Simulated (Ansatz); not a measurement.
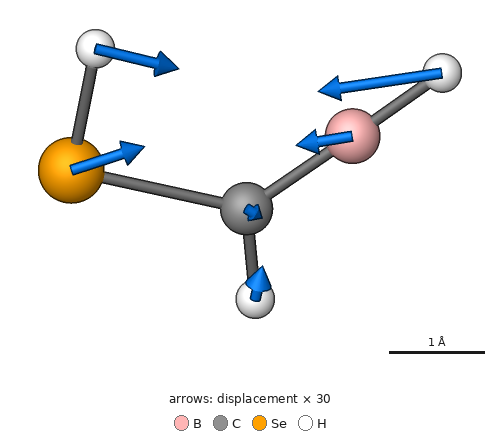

This is a relaxation of CH3BSe. The starting structure is drawn; blue arrows show the displacements, magnified 30 times. The two geometries are superimposed by the best rigid fit.

Style: ball-and-stick. Shown at a tilt.

It is one of the separated reactants of a reaction.

All numbers below come from Ansatz 0.2.0, RKS PBE0-D4/def2-TZVP. Set-up: force threshold 0.005 eV/Å; at most 200 steps.

Which element moves most?

Answer. Hydrogen: up to 0.044 Å, against 0.028 Å for selenium.

Describe the change and its energy.

Answer. The largest move after the best rigid fit is that of an H atom, 0.044 Å. By element the largest moves are H 0.044 Å, Se 0.028 Å, B 0.021 Å, C 0.007 Å. Among the contacts that change: B–H 1.195 → 1.174 Å, B–C 1.397 → 1.377 Å, C–H 1.103 → 1.085 Å, H–Se 1.486 → 1.469 Å. After 6 accepted moves (7 points after the start) the energy has fallen by 2.66 kJ/mol. The largest force component goes from 0.53 to 0.00094 eV/Å. The line search rejected the trial step at point 6 of the run.
